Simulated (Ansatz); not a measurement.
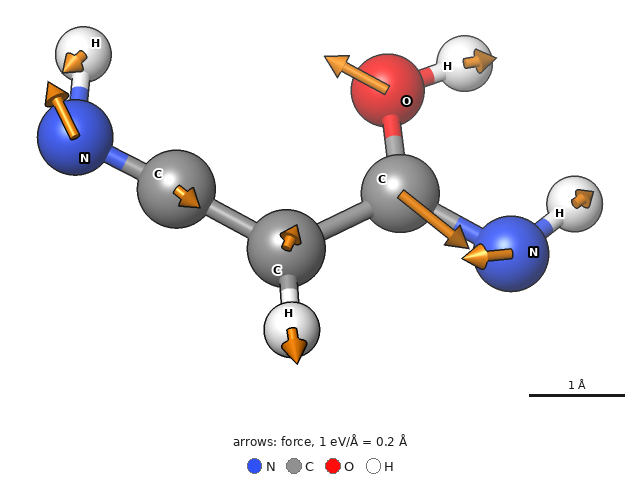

Starting geometry of C3H4N2O (coarse preliminary run) with the computed forces as orange arrows. A ball-and-stick model, seen at a tilt.

The start comes from a force field.

These are results of RKS PBE-D4/def2-SVP (Ansatz), not measurements. Set-up: force threshold 0.03 eV/Å; at most 200 steps.

Is this structure relaxed? If not, where do the atoms go?

Answer. It isn't relaxed: the largest force vector, on a C atom, is 4.71 eV/Å. The final displacements have little in common with the starting forces (cosine between the two patterns 0.27). The atom that moves furthest after the best rigid fit is an H atom (0.88 Å). Largest moves by element: H 0.88 Å, N 0.41 Å, C 0.22 Å, O 0.17 Å. Some distances before and after: C–H 1.046 → 1.099 Å, C–O 1.321 → 1.373 Å, C–N 1.329 → 1.285 Å, H–O 0.939 → 0.977 Å. Among the angles between lasting bonds that change: C–N–H 108.2° → 117.9°, N–C–O 120.3° → 127.5°, C–C–O 117.5° → 111.8°. After 12 geometry steps the energy has fallen by 1.491 eV. Largest force component: 3.4 eV/Å at the start, 0.014 eV/Å at the end.
